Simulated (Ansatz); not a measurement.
FH4O2PZr···HF

```yaml
atoms:
  - { symbol: Zr, position_ang: [-0.0030, -0.6697, -0.3780] }
  - { symbol: F, position_ang: [-0.8686, -0.6551, 1.9484] }
  - { symbol: F, position_ang: [0.9801, -0.8625, -2.0084] }
  - { symbol: O, position_ang: [-0.0629, 1.2336, -0.1191] }
  - { symbol: H, position_ang: [-0.3540, 2.1317, 0.0545] }
  - { symbol: O, position_ang: [-1.5608, -1.7559, -0.6624] }
  - { symbol: H, position_ang: [-2.4489, -2.1086, -0.7519] }
  - { symbol: P, position_ang: [1.7052, -1.8481, 1.3650] }
  - { symbol: H, position_ang: [1.9118, -3.0848, 0.6918] }
  - { symbol: H, position_ang: [2.9215, -1.2102, 0.9938] }
  - { symbol: H, position_ang: [-0.0806, -1.0918, 2.2888] }
```

Core potentials replace the inner electrons of Zr.

Computed with Ansatz, RKS B3LYP-D4/def2-SVP.

What can the converged electron density and electron localisation function tell about the bonding?

Zr1···F2 (2.48 Å): the density falls to about 0.2 e/Å³ on the way; the ELF dips to about 0.05 between them.
Zr–F (1.91 Å): the density is about 0.9 e/Å³ at the midpoint; the ELF peaks at about 0.85 in the valence shell of F, 0.5 Å from its nucleus, and drops to about 0.20 between the two atoms.
Zr–P (2.71 Å): ρ at the midpoint is about 0.41 e/Å³; the ELF peaks at about 0.95 in the valence shell of P, 1.0 Å from its nucleus, and is about 0.70 at the midpoint.
F–H (0.96 Å): the density is about 4.3 e/Å³ at the midpoint; the ELF climbs to about 0.95 towards the hydrogen, as it does in any bond to H: an ordinary covalent bond to hydrogen.

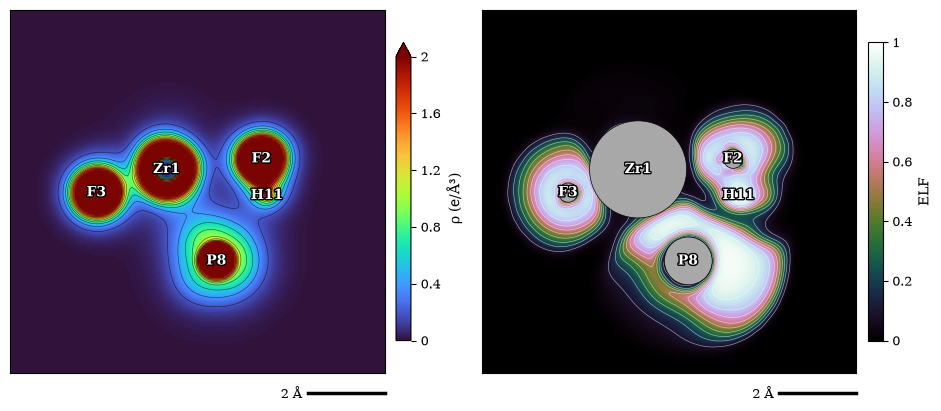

Computed electron density and electron localisation function on the plane of atoms F3, Zr1 and P8, in this order. Grey discs cover the atomic cores in the ELF map. 
